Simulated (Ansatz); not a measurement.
**Dissociation curves of SiH2 (SMILES [H][Si][H])**

SiH2 has 3 atoms, charge 0, and is taken as a singlet. SMILES: `[H][Si][H]`. Geometry: relaxed at GFN2-xTB.

```
atom    x (Å)    y (Å)    z (Å)
  Si   0.0052  -0.0082  -0.6557
   H   1.1102  -0.0200   0.3374
   H  -1.1155   0.0282   0.3183
```

The Si1–H3 distance is scanned; the parts on either side stay rigid. Basis 3-21G, 5 core orbitals frozen in the correlated methods; program Ansatz 0.2.0. FCI is exact within this basis and core. Energies in eV from each method's value at 1.485 Å; methods without a U are spin-restricted. The shape above is that at 1.485 Å.

| distance (Å) | SVWN5 | PBE | RPA@PBE | CCSDTQ | FCI |
| --- | --- | --- | --- | --- | --- |
| 1.485 | 0.00 | 0.00 | 0.00 | 0.00 | 0.00 |
| 1.856 | 0.30 | 0.31 | 0.30 | 0.31 | 0.31 |
| 2.228 | 1.18 | 1.18 | 1.08 | 1.09 | 1.09 |
| 2.970 | 2.80 | 2.76 | 2.40 | 2.24 | 2.24 |
| 3.713 | 3.78 | 3.71 | 3.01 | 2.61 | 2.61 |

Departure from the FCI curve at its largest: SVWN5 +1.18 eV at 3.71 Å; PBE +1.10 eV at 3.71 Å; RPA@PBE +0.40 eV at 3.71 Å; CCSDTQ within 0.005 eV. Restricted functionals keep the electrons paired too, and rise too high.

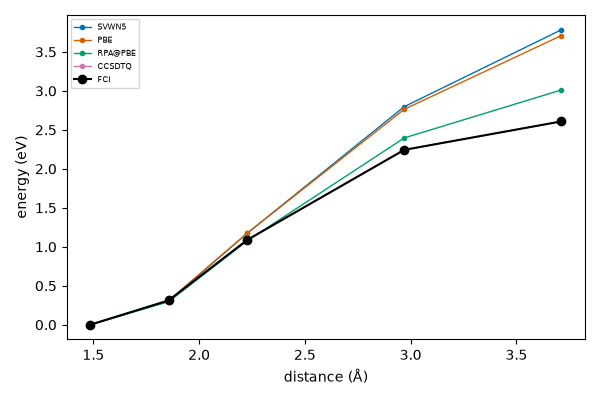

The curves of the table.
